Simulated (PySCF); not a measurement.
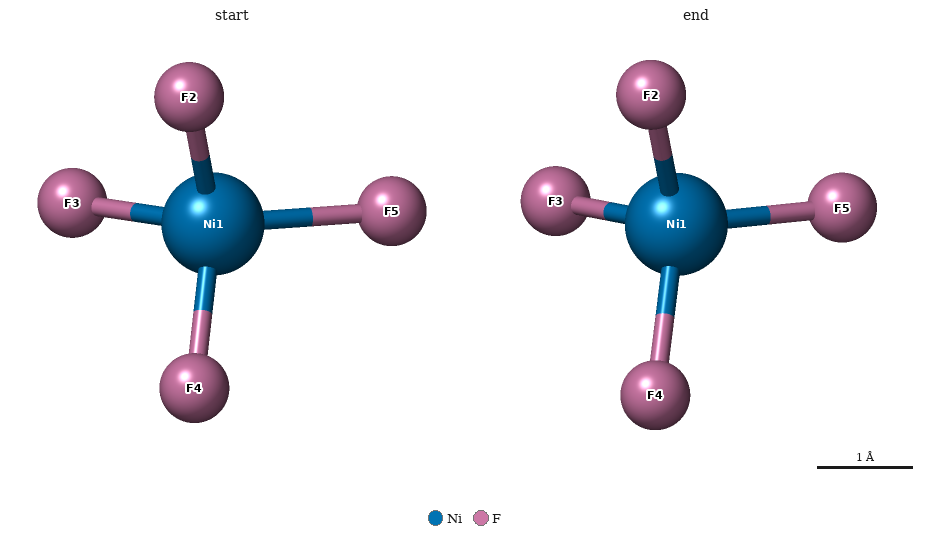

The structure of NiF₄ (charge −2, multiplicity 3) before (left) and after (right) a relaxation, at one scale.

Style: ball-and-stick. Shown at a tilt.

The start comes from GFN2-xTB.

Method: PySCF, PBE0-D3(BJ)/def2-SVP geometry optimisation, gas phase. 

Question: Summarise the run.

Answer: The largest moves after the best rigid fit, 0.23 Å, are those of F3 and F5. Largest moves by element: F 0.23 Å, Ni 0.03 Å. Near-neighbour distances that change, for instance: Ni1–F2 1.885 → 1.989 Å, Ni1–F5 1.966 → 1.910 Å, Ni1–F3 1.963 → 1.910 Å. Among the angles between lasting bonds that change: F3–Ni1–F5 122.1° → 107.7°, F2–Ni1–F3 105.6° → 110.5°, F2–Ni1–F4 111.8° → 108.1°. After 13 geometry steps the energy has fallen by 0.252 eV. The largest force component goes from 1.3 to 0.014 eV/Å.

Limits of the set-up: the basis has no diffuse functions, which an anion needs.
